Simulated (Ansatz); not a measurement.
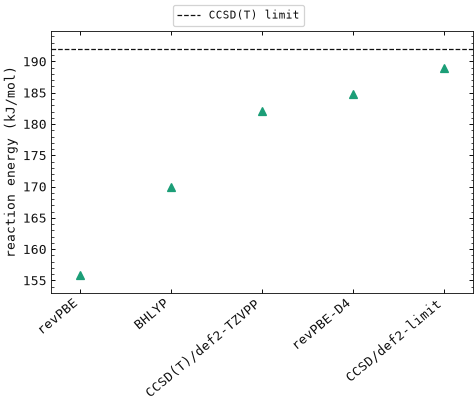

Electronic reaction energy of GeSiH₃Cl₃ (Cl[Si](Cl)(Cl)[GeH3]) → GeH₃Cl ([Cl][GeH3]) + SiCl₂ (Cl[Si]Cl) [singlet] (SMILES in brackets) at several levels (functionals in def2-TZVPP unless a basis is named), isolated molecules at PBE0-D4 triple-zeta geometries, minima by their frequencies, no zero-point or thermal terms, the Ansatz code 0.2.0. The line is frozen-core CCSD(T) at the basis limit (MP2 extrapolated from triple and quadruple zeta, plus CCSD(T) less MP2 in a smaller set). No dispersion term is added to revPBE and BHLYP. The distance of CCSD(T)/def2-TZVPP to the limit includes basis error. The limit lies 9.8 kJ/mol from CCSD(T)/def2-TZVPP, so the line itself is uncertain by a part of that.

What do zero-point energy and temperature add?

Answer. Zero-point change −5.0 kJ/mol; at 298.15 K and 1 bar the CCSD(T) limit plus thermal terms gives an enthalpy of reaction of 186.6 and a free energy of 140.0 kJ/mol (harmonic PBE0-D4 modes, ideal gas).

Give the values.

Answer.
| level | kJ/mol | less CCSD(T) limit |
| --- | --- | --- |
| revPBE | 155.9 | −36.0 |
| BHLYP | 169.9 | −22.0 |
| CCSD(T)/def2-TZVPP | 182.1 | −9.8 |
| revPBE-D4 | 184.7 | −7.2 |
| CCSD/def2-limit | 188.9 | −3.0 |
| CCSD(T) limit | 191.9 | 0.0 |

Note: no scalar relativity up to krypton; outer-core shells are correlated without core-valence functions, which makes the correlated values less sure.
